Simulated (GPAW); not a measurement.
# Surface energy and work function of Ir(111) from slabs of 3 to 12 layers (LDA)

How do energy and work function of Ir(111) films settle with thickness, and what surface energy follows?

Set-up. GPAW 26.7.0, plane waves at 450 eV with PAW setups; symmetric 1×1 slabs cut at the tabulated lattice constant (two decimals; low-temperature values for the alkali metals), atoms at bulk places, 7.5 Å of vacuum on each side, one in-plane mesh for all thicknesses, Fermi-Dirac smearing of 0.1 eV. Energies are extrapolated to zero smearing and count from the program's reference atoms. Functional LDA. The cell's area is 6.385 Å².

Results, with one row withheld:

```tsv
layers	energy (eV)	work function (eV)
3	−30.1862	5.77
4	−41.1133	5.86
5	−51.9435	5.88
6	−62.7973	5.86
7	−73.6718	5.87
8	−84.5313	5.87
9	−95.3873	5.87
10	−106.2504	5.85
11	−117.1166	5.86
12	?	?
```

Q: What surface energy do these runs give, and what energy and work function should the 12-layer slab have?

**Working.** A slab of n layers has E(n) = nε + 2Aγ once its middle is bulk-like. A line through n = 6 to 11 has the slope ε = −10.8625 eV a layer and the intercept 2Aγ = 2.3723 eV (r.m.s. residual 4.1 meV). So γ = 2.3723 / (2 × 6.385 Å²) = 0.1858 eV/Å² = 2.98 J/m², with a standard error of about 0.01 J/m² from the scatter about the line. For 12 layers: 2.3723 + 12 × (−10.8625) = −127.978 eV; the run gives −127.975 eV, 2.4 meV over the line. The work function has no such law: from 6 to 11 layers it moves between 5.85 and 5.87 eV (mean 5.86), and the 12-layer slab gives 5.86 eV. The thinnest slab, 3 layers, lies −0.09 eV from that mean. The measured value for this face is 5.78 eV (“Anisotropic work function of elemental crystals” (2019, arxiv:1902.07811)); the unrelaxed 12-layer slab lies 0.08 eV over it.

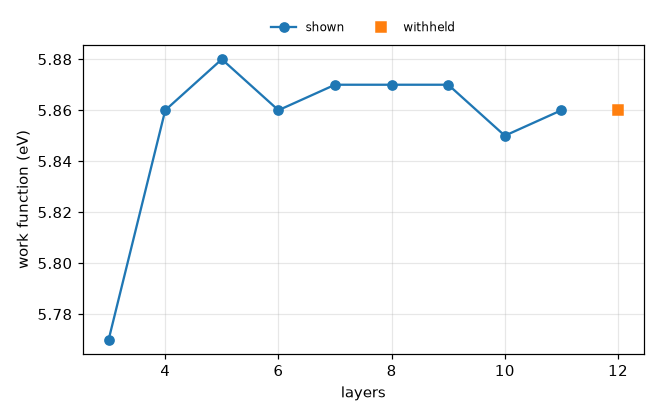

Work function against thickness.

Caveats: The surfaces are unrelaxed, so γ is an upper bound for this functional and lattice constant. The tabulated lattice constant isn't the functional's own, which strains the slab a little. Spin-orbit coupling is left out.

[Logs are printed without paths, hosts, clocks, repeated set-up lines and the standing remarks that a program may print on its own settings, such as how far it seeks lower states.]
